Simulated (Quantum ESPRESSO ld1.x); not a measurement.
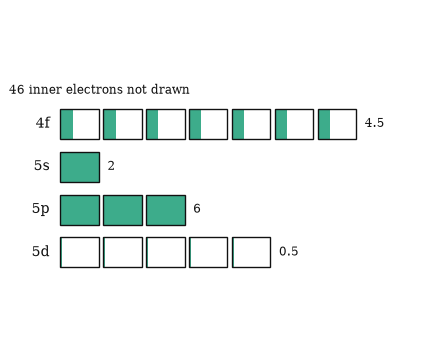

Fig. 1: The outer shells as the input fills them: a box for each of the 2l + 1 orbitals, shaded by the share of the shell that is filled, with the electron count at the right.

## Atomic calculation, with input and output: Sm³⁺

System: the Sm³⁺ ion in the configuration [Xe] 4f4.5 5d0.5 (4f5/2: 4.5, 5d3/2: 0.5).
Method: Dirac Kohn-Sham, PBE, spin-unpolarised, spherical densities, point nucleus (Quantum ESPRESSO ld1.x 7.5).

Input:
```
 &input
    atom='Sm',
    iswitch=1,
    rel=2,
    dft='PBE',
    config='[Xe] 4f4.5 5d0.5',
    rel_dist='energy',
    verbosity='high',
    lsmall=.true.,
    prefix='ld1',
    max_out_wfc=37,
    file_charge='ld1.rho',
 /
```

Log:
```
     Program LD1 v.7.5 starts

     --------------------------- All-electron run ----------------------------

     dirac relativistic calculation

     atomic number is 62.00
     dft =PBE   lsd =0 sic =0 latt =0  beta=0.20 tr2=1.0E-14
     Exchange-correlation= PBE
                           (   1   4   3   4   0   0   0)
     mesh =2093 r(mesh) = 100.37023 a.u. xmin = -8.00 dx = 0.00800
     1 Ry =  13.60569312 eV, c = 137.03599908

     n l j   nl                  e(Ry)          e(Ha)          e(eV)
     Spin orbit split results
     1 0 0.5 1S 1( 2.00)   -3430.041136464   -1715.020568232 -46668.0871020
     2 0 0.5 2S 1( 2.00)    -562.390137530    -281.195068765  -7651.7076266
     2 1 0.5 2P 1( 2.00)    -533.145668896    -266.572834448  -7253.8163609
     2 1 1.5 2P 1( 4.00)    -488.841064592    -244.420532296  -6651.0215108
     3 0 0.5 3S 1( 2.00)    -125.318102858     -62.659051429  -1705.0396502
     3 1 0.5 3P 1( 2.00)    -112.744229400     -56.372114700  -1533.9633866
     3 1 1.5 3P 1( 4.00)    -103.775316896     -51.887658448  -1411.9351154
     4 0 0.5 4S 1( 2.00)     -26.989756370     -13.494878185   -367.2143426
     4 1 0.5 4P 1( 2.00)     -22.163064105     -11.081532053   -301.5438489
     4 1 1.5 4P 1( 4.00)     -20.179831088     -10.089915544   -274.5605891
     3 2 1.5 3D 1( 4.00)     -81.985081441     -40.992540721  -1115.4638588
     3 2 2.5 3D 1( 6.00)     -80.038159528     -40.019079764  -1088.9746367
     5 0 0.5 5S 1( 2.00)      -5.353456353      -2.676728177    -72.8374843
     5 1 0.5 5P 1( 2.00)      -3.991979500      -1.995989750    -54.3136480
     5 1 1.5 5P 1( 4.00)      -3.694476959      -1.847238480    -50.2659198
     4 2 1.5 4D 1( 4.00)     -12.232146732      -6.116073366   -166.4268347
     4 2 2.5 4D 1( 6.00)     -11.875172412      -5.937586206   -161.5699516
     4 3 2.5 4F 1( 4.50)      -2.640497610      -1.320248805    -35.9258002
     4 3 3.5 4F 1( 0.00)      -2.594547365      -1.297273682    -35.3006152
     5 2 1.5 5D 1( 0.50)      -1.879201945      -0.939600972    -25.5678450
     5 2 2.5 5D 1( 0.00)      -1.848066593      -0.924033296    -25.1442269
     Averaged results
     1 0     1S 1( 2.00)   -3430.041136464   -1715.020568232 -46668.0871020
     2 0     2S 1( 2.00)    -562.390137530    -281.195068765  -7651.7076266
     2 1     2P 1( 6.00)    -503.609266027    -251.804633013  -6851.9531275
     3 0     3S 1( 2.00)    -125.318102858     -62.659051429  -1705.0396502
     3 1     3P 1( 6.00)    -106.764954397     -53.382477199  -1452.6112058
     4 0     4S 1( 2.00)     -26.989756370     -13.494878185   -367.2143426
     4 1     4P 1( 6.00)     -20.840908761     -10.420454380   -283.5550090
     3 2     3D 1(10.00)     -80.816928293     -40.408464147  -1099.5703255
     5 0     5S 1( 2.00)      -5.353456353      -2.676728177    -72.8374843
     5 1     5P 1( 6.00)      -3.793644473      -1.896822236    -51.6151625
     4 2     4D 1(10.00)     -12.017962140      -6.008981070   -163.5127048
     4 3     4F 1( 4.50)      -2.614240327      -1.307120163    -35.5685516
     5 2     5D 1( 0.50)      -1.860520733      -0.930260367    -25.3136741

     final scf error:  3.8E-15 reached in  28 iterations

     Etot =  -20865.806953 Ry,  -10432.903477 Ha, -283893.766169 eV

     Ekin =   22628.746108 Ry,   11314.373054 Ha,  307879.775299 eV
     Encl =  -50982.801308 Ry,  -25491.400654 Ha, -693656.349142 eV
     Eh   =    7958.665679 Ry,    3979.332840 Ha,  108283.162903 eV
     Exc  =    -470.417433 Ry,    -235.208716 Ha,   -6400.355229 eV

     normalization and overlap integrals

     s(1S/1S) =  1.000000  <r> =   0.0227  <r2> =    0.0007  r(max) =   0.0145
     LC norm =  0.94686973 + SC norm =  0.05313027 =  1.00000000
     s(1S/2S) = -0.000000
     s(1S/3S) = -0.000000
     s(1S/4S) =  0.000000
     s(1S/5S) =  0.000000
     s(2S/2S) =  1.000000  <r> =   0.0965  <r2> =    0.0110  r(max) =   0.0825
     LC norm =  0.98833114 + SC norm =  0.01166886 =  1.00000000
     s(2S/3S) =  0.000000
     s(2S/4S) =  0.000000
     s(2S/5S) =  0.000000
     s(2P/2P) =  1.000000  <r> =   0.0807  <r2> =    0.0080  r(max) =   0.0628
     LC norm =  0.98828577 + SC norm =  0.01171423 =  1.00000000
     s(2P/3P) =  0.000000
     s(2P/4P) =  0.000000
     s(2P/5P) =  0.000000
     s(2P/2P) =  1.000000  <r> =   0.0874  <r2> =    0.0093  r(max) =   0.0681
     LC norm =  0.98908800 + SC norm =  0.01091200 =  1.00000000
     s(2P/3P) =  0.000000
     s(2P/4P) =  0.000000
     s(2P/5P) =  0.000000
     s(3S/3S) =  1.000000  <r> =   0.2546  <r2> =    0.0742  r(max) =   0.2334
     LC norm =  0.99634237 + SC norm =  0.00365763 =  1.00000000
     s(3S/4S) =  0.000000
     s(3S/5S) =  0.000000
     s(3P/3P) =  1.000000  <r> =   0.2442  <r2> =    0.0694  r(max) =   0.2207
     LC norm =  0.99640212 + SC norm =  0.00359788 =  1.00000000
     s(3P/4P) =  0.000000
     s(3P/5P) =  0.000000
     s(3P/3P) =  1.000000  <r> =   0.2570  <r2> =    0.0766  r(max) =   0.2334
     LC norm =  0.99662513 + SC norm =  0.00337487 =  1.00000000
     s(3P/4P) =  0.000000
     s(3P/5P) =  0.000000
     s(4S/4S) =  1.000000  <r> =   0.5778  <r2> =    0.3769  r(max) =   0.5406
     LC norm =  0.99884386 + SC norm =  0.00115614 =  1.00000000
     s(4S/5S) =  0.000000
     s(4P/4P) =  1.000000  <r> =   0.5915  <r2> =    0.3981  r(max) =   0.5449
     LC norm =  0.99891648 + SC norm =  0.00108352 =  1.00000000
     s(4P/5P) =  0.000000
     s(4P/4P) =  1.000000  <r> =   0.6200  <r2> =    0.4371  r(max) =   0.5717
     LC norm =  0.99899311 + SC norm =  0.00100689 =  1.00000000
     s(4P/5P) =  0.000000
     s(3D/3D) =  1.000000  <r> =   0.2287  <r2> =    0.0616  r(max) =   0.1865
     LC norm =  0.99674635 + SC norm =  0.00325365 =  1.00000000
     s(3D/4D) = -0.000000
     s(3D/5D) = -0.000000
     s(3D/3D) =  1.000000  <r> =   0.2326  <r2> =    0.0636  r(max) =   0.1895
     LC norm =  0.99681081 + SC norm =  0.00318919 =  1.00000000
     s(3D/4D) = -0.000000
     s(3D/5D) = -0.000000
     s(5S/5S) =  1.000000  <r> =   1.3664  <r2> =    2.0936  r(max) =   1.2422
     LC norm =  0.99974017 + SC norm =  0.00025983 =  1.00000000
     s(5P/5P) =  1.000000  <r> =   1.5123  <r2> =    2.5795  r(max) =   1.3456
     LC norm =  0.99978791 + SC norm =  0.00021209 =  1.00000000
     s(5P/5P) =  1.000000  <r> =   1.5906  <r2> =    2.8527  r(max) =   1.4118
     LC norm =  0.99980687 + SC norm =  0.00019313 =  1.00000000
     s(4D/4D) =  1.000000  <r> =   0.6600  <r2> =    0.5051  r(max) =   0.5809
     LC norm =  0.99915003 + SC norm =  0.00084997 =  1.00000000
     s(4D/5D) =  0.000000
     s(4D/4D) =  1.000000  <r> =   0.6700  <r2> =    0.5204  r(max) =   0.5903
     LC norm =  0.99917056 + SC norm =  0.00082944 =  1.00000000
     s(4D/5D) = -0.000000
     s(4F/4F) =  1.000000  <r> =   0.8760  <r2> =    0.9778  r(max) =   0.5998
     LC norm =  0.99950782 + SC norm =  0.00049218 =  1.00000000
     s(4F/4F) =  1.000000  <r> =   0.8852  <r2> =    0.9992  r(max) =   0.6046
     LC norm =  0.99951538 + SC norm =  0.00048462 =  1.00000000
     s(5D/5D) =  1.000000  <r> =   2.1502  <r2> =    5.2980  r(max) =   1.8092
     LC norm =  0.99989442 + SC norm =  0.00010558 =  1.00000000
     s(5D/5D) =  1.000000  <r> =   2.1830  <r2> =    5.4585  r(max) =   1.8383
     LC norm =  0.99989741 + SC norm =  0.00010259 =  1.00000000

     LC charge = 58.72229765 + SC charge =  0.27770235 = 59.00000000

     ------------------------ End of All-electron run ------------------------
```

Slater integrals of the outer shells (hartree):

```tsv
integral	value
F0(5d3/2,5d3/2)	0.4196
F2(5d3/2,5d3/2)	0.2218
F4(5d3/2,5d3/2)	0.1478
F0(5d3/2,4f5/2)	0.5285
F2(5d3/2,4f5/2)	0.1438
F4(5d3/2,4f5/2)	0.0724
G1(5d3/2,4f5/2)	0.0699
G3(5d3/2,4f5/2)	0.0569
G5(5d3/2,4f5/2)	0.0435
F0(5d3/2,5p3/2)	0.4745
F2(5d3/2,5p3/2)	0.2371
G1(5d3/2,5p3/2)	0.2843
G3(5d3/2,5p3/2)	0.1765
F0(5d3/2,5p1/2)	0.4817
```

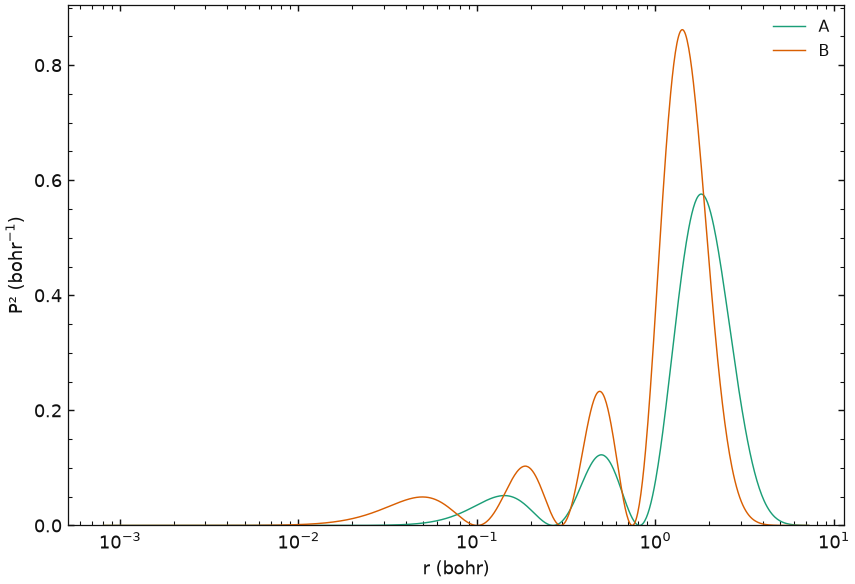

Fig. 2: The radial probability densities P² (large components) of 5p3/2 and 5d3/2. A is 5d3/2; B is 5p3/2. 5p3/2: outer maximum at 1.41 bohr, ⟨r⟩ = 1.59 bohr, 3 nodes, eigenvalue −50.3 eV; 5d3/2: outer maximum at 1.81 bohr, ⟨r⟩ = 2.15 bohr, 2 nodes, eigenvalue −25.6 eV.

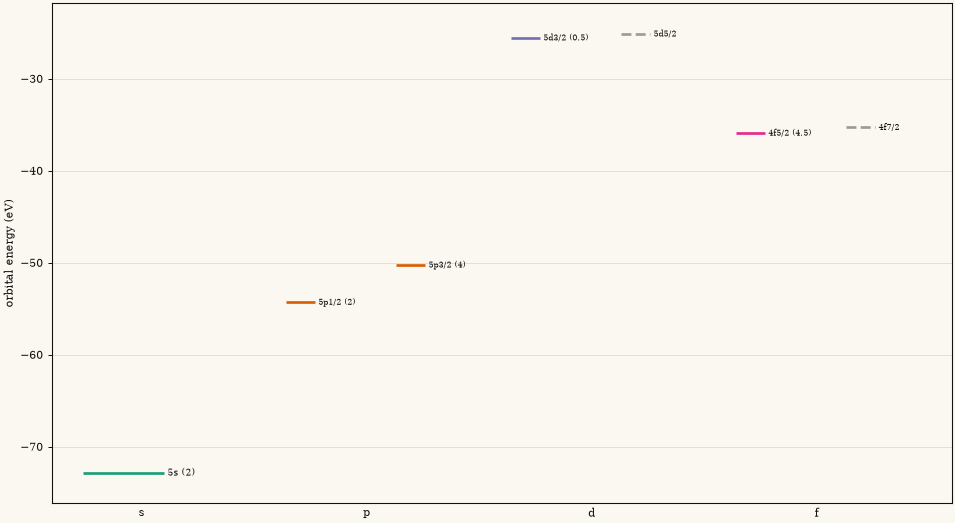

Fig. 3: The outer levels are drawn by angular momentum (occupations in brackets, the lower j at the left of each column, empty levels dashed). The highest occupied level is 5d3/2 at −25.6 eV. From the top down the occupied levels run 5d3/2 (−25.6 eV), 4f5/2 (−35.9 eV), 5p3/2 (−50.3 eV), 5p1/2 (−54.3 eV), 5s (−72.8 eV). The lowest empty level drawn is 4f7/2 at −35.3 eV, below the highest occupied one, so this filling isn't the aufbau one. Spin-orbit splittings: 5d 0.424 eV, 4f 0.625 eV, 5p 4.05 eV. The order isn't aufbau: the empty 4f7/2 level lies under the highest occupied one.

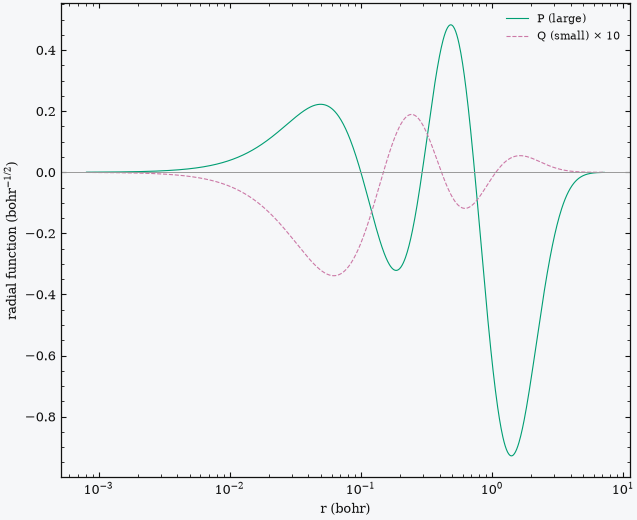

Fig. 4: The large and small radial components of one occupied spinor. It is 5p3/2. The spinor has κ = −2: the large component has l = 1 and 3 radial nodes (r = 0.100, 0.295 and 0.741 bohr), the small one has l = 2. The small component carries 0.019 % of the norm; ⟨r⟩ = 1.59 bohr and the eigenvalue is −50.3 eV. The nodes of P give n − l − 1 and its extent picks the shell; Q has as many nodes as P for κ < 0 and one more for κ > 0.

Results in brief:

```tsv
quantity	value
outcome	converged
total energy	−10432.9035 hartree
kinetic energy	11314.3731 hartree
electron–nucleus energy	−25491.4007 hartree
Hartree energy	3979.3328 hartree
exchange–correlation energy	−235.208717 hartree
radius at density 0.001 e/bohr³	3.42 bohr
SCF iterations	28
hardware	1 CPU thread, shared host
wall time	1.8 s
```
